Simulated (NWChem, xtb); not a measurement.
A ladder of methods for CH6Cl2Si2 (SMILES [SiH3]C[SiH](Cl)Cl)

CH6Cl2Si2: 11 atoms, total charge 0, spin state singlet. As SMILES, `[SiH3]C[SiH](Cl)Cl`. The shape is that of a PBE0-D4/def2-TZVP optimisation. This is one conformer, not always the lowest.

```xyz
11

Si   -1.3214    0.7596    0.5938
C     0.5013    0.5542    0.1749
Si    0.9157   -0.9936   -0.7396
Cl    0.2741   -2.6231    0.3235
Cl    2.9406   -1.1491   -1.0130
H    -1.5843    2.1613    1.0121
H    -2.1527    0.4555   -0.6012
H    -1.7028   -0.1577    1.6954
H     0.8213    1.3963   -0.4496
H     1.0892    0.5920    1.0976
H     0.2844   -1.0524   -2.0733
```

Each level gives the dipole moment (D). The values are calculated.

```
                             level            kind  program  value (D)
                          GFN2-xTB  semi-empirical      xtb       2.27
                          GFN0-xTB  semi-empirical      xtb       1.56
                          GFN1-xTB  semi-empirical      xtb       1.89
                         HF/STO-3G    Hartree–Fock   NWChem       3.57
                          HF/3-21G    Hartree–Fock   NWChem       3.40
                       TPSS/STO-3G        meta-GGA   NWChem       3.15
B3LYP/6-31G* (spherical functions)   global hybrid   NWChem       2.17
B3LYP/6-31G* (Cartesian functions)   global hybrid   NWChem       2.17
```

The values span 1.56 to 3.57 D. Sets without polarisation functions give poor dipoles.

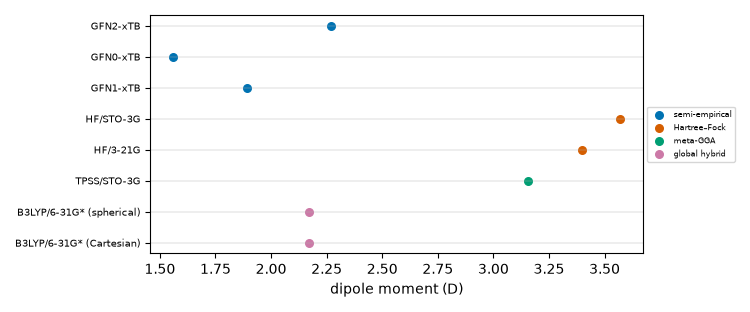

The values of the table, level by level.
